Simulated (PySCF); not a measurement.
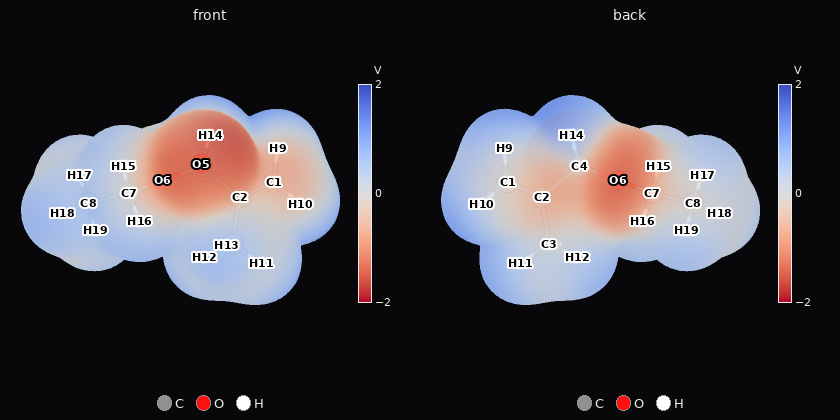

Figure. C$_{6}$H$_{11}$O$_{2}$ (SMILES C=C(C)[C@H]([O])OCC) (doublet). The electrostatic potential painted on the density surface at 0.002 e/bohr³, seen from the front and from behind; the colour scale runs from red (negative) to blue (positive).

Geometry: GFN2-xTB.

Method: PySCF 2.14.0, density-fitted response routines, UKS B3LYP, pcH-1 on C H O, non-relativistic, mean-field spin-orbit, GIAO.

```xyz
19

C    -2.7200    1.0324   -0.0467
C    -1.6420    0.3189   -0.2939
C    -1.5792   -1.1620   -0.4256
C    -0.2408    1.0032   -0.5574
O     0.1267    0.8523   -1.7693
O     0.6307    0.5399    0.4615
C     1.7846   -0.1236   -0.0023
C     2.6742   -0.4568    1.1808
H    -2.7163    2.1045    0.0357
H    -3.6756    0.5483    0.0816
H    -2.5793   -1.5862   -0.3758
H    -0.9732   -1.5840    0.3755
H    -1.1212   -1.4255   -1.3779
H    -0.4413    2.0666   -0.2700
H     2.3001    0.5239   -0.7262
H     1.4897   -1.0324   -0.5469
H     2.9511    0.4543    1.7039
H     3.5736   -0.9580    0.8349
H     2.1483   -1.1065    1.8754
```

**Where is the surface potential most negative and most positive?**

The most negative region (about −1.5 V, or −35 kcal/mol for a unit charge) lies over O5, the most positive (about +1.2 V, or +28 kcal/mol for a unit charge) over H9 and H14. O5 is the likeliest acceptor of a hydrogen bond.
